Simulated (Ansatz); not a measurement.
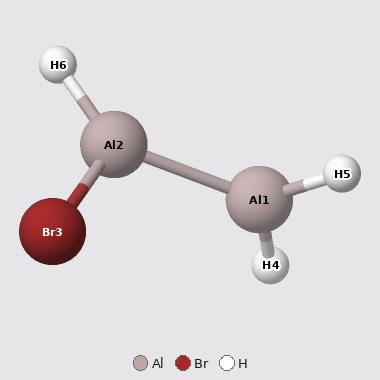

The system is Al2BrH3, SMILES [AlH2][AlH][Br]; the picture shows the reference structure. Coordinates scanned: (1) bond length Al1–Al2; (2) bond length Al1–H5. Nothing is relaxed (all other coordinates rigid). The scan uses a 15 × 15 grid. Points are written as (first, second). All energies are given in eV relative to the relaxed molecule at the same level. The reference is spin-restricted, which grows unreliable where a bond is stretched far. The calculation used RKS SPW92 (LDA)/def2-TZVP (Ansatz 0.2.0).

Its coordinates:

```yaml
atoms:
  - { symbol: Al, position_ang: [-1.0375, 0.4071, -0.7567] }
  - { symbol: Al, position_ang: [0.8324, -0.0699, 0.9158] }
  - { symbol: Br, position_ang: [2.1773, -1.7367, 0.1618] }
  - { symbol: H, position_ang: [-2.4201, -0.3976, -0.7018] }
  - { symbol: H, position_ang: [-0.8352, 1.4593, -1.9459] }
  - { symbol: H, position_ang: [1.2570, 0.5258, 2.3355] }
```

Range: bond length Al1–Al2 from 2.094 to 3.830 Å; bond length Al1–H5 from 1.409 to 2.001 Å.

Question: What will the energy surface look like?

Answer: The lowest grid point is at (2.590 Å, 1.620 Å), 0.006 eV from the relaxed molecule at the same level. It is the only kind of minimum in the scanned range. The highest grid point, (3.830 Å, 2.001 Å), lies 2.23 eV above the lowest. Round the minimum the two coordinates are nearly uncoupled.

| bond length Al1–H5 ↓, bond length Al1–Al2 → | 2.094 | 2.218 | 2.342 | 2.466 | 2.590 | 2.714 | 2.838 | 2.962 | 3.086 | 3.210 | 3.334 | 3.458 | 3.582 | 3.706 | 3.830 |
| --- | --- | --- | --- | --- | --- | --- | --- | --- | --- | --- | --- | --- | --- | --- | --- |
| 2.001 | 1.68 | 1.09 | 0.76 | 0.62 | 0.60 | 0.67 | 0.79 | 0.95 | 1.13 | 1.32 | 1.51 | 1.70 | 1.89 | 2.07 | 2.24 |
| 1.959 | 1.59 | 1.00 | 0.67 | 0.52 | 0.51 | 0.57 | 0.69 | 0.85 | 1.03 | 1.22 | 1.42 | 1.61 | 1.80 | 1.98 | 2.15 |
| 1.916 | 1.50 | 0.91 | 0.58 | 0.43 | 0.41 | 0.48 | 0.60 | 0.76 | 0.94 | 1.13 | 1.33 | 1.52 | 1.71 | 1.89 | 2.06 |
| 1.874 | 1.42 | 0.82 | 0.49 | 0.35 | 0.33 | 0.39 | 0.52 | 0.67 | 0.85 | 1.05 | 1.24 | 1.43 | 1.62 | 1.80 | 1.97 |
| 1.832 | 1.34 | 0.75 | 0.41 | 0.27 | 0.25 | 0.31 | 0.44 | 0.60 | 0.78 | 0.97 | 1.16 | 1.36 | 1.54 | 1.73 | 1.90 |
| 1.789 | 1.27 | 0.67 | 0.34 | 0.19 | 0.17 | 0.24 | 0.36 | 0.52 | 0.70 | 0.89 | 1.09 | 1.28 | 1.47 | 1.65 | 1.83 |
| 1.747 | 1.21 | 0.61 | 0.28 | 0.13 | 0.11 | 0.18 | 0.30 | 0.46 | 0.64 | 0.83 | 1.03 | 1.22 | 1.41 | 1.59 | 1.77 |
| 1.705 | 1.16 | 0.57 | 0.23 | 0.08 | 0.06 | 0.13 | 0.25 | 0.41 | 0.59 | 0.78 | 0.98 | 1.17 | 1.36 | 1.54 | 1.72 |
| 1.662 | 1.13 | 0.53 | 0.20 | 0.05 | 0.03 | 0.09 | 0.21 | 0.37 | 0.55 | 0.74 | 0.94 | 1.14 | 1.33 | 1.51 | 1.68 |
| 1.620 | 1.12 | 0.51 | 0.18 | 0.03 | 0.01 | 0.07 | 0.19 | 0.35 | 0.53 | 0.73 | 0.92 | 1.12 | 1.31 | 1.49 | 1.66 |
| 1.578 | 1.12 | 0.52 | 0.18 | 0.03 | 0.01 | 0.07 | 0.19 | 0.35 | 0.53 | 0.73 | 0.92 | 1.12 | 1.31 | 1.49 | 1.67 |
| 1.536 | 1.15 | 0.54 | 0.21 | 0.05 | 0.03 | 0.10 | 0.22 | 0.38 | 0.56 | 0.75 | 0.95 | 1.14 | 1.33 | 1.52 | 1.69 |
| 1.493 | 1.20 | 0.60 | 0.26 | 0.11 | 0.09 | 0.15 | 0.27 | 0.43 | 0.61 | 0.80 | 1.00 | 1.19 | 1.39 | 1.57 | 1.74 |
| 1.451 | 1.29 | 0.69 | 0.35 | 0.20 | 0.17 | 0.23 | 0.36 | 0.51 | 0.70 | 0.89 | 1.08 | 1.28 | 1.47 | 1.66 | 1.83 |
| 1.409 | 1.42 | 0.82 | 0.48 | 0.32 | 0.30 | 0.36 | 0.48 | 0.64 | 0.82 | 1.01 | 1.21 | 1.40 | 1.60 | 1.78 | 1.96 |

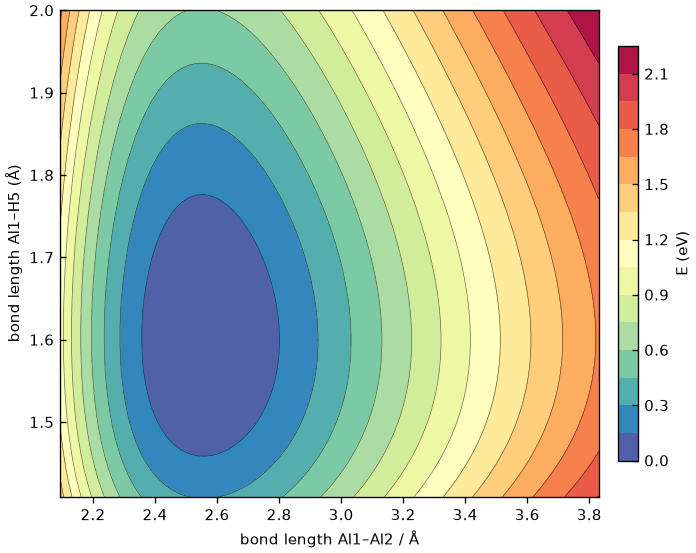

Drawn: filled contours. Between grid points the surface is interpolated.

Each point was launched as `ansatz run input.yaml --threads 1 --pin off --max-ram 2560MiB --backend cpu --events-out ev --progress --plain --runs-dir out`. Time for the 225 points that were run: 9.5 min on 1 thread of Arm Neoverse V2 (shared host).
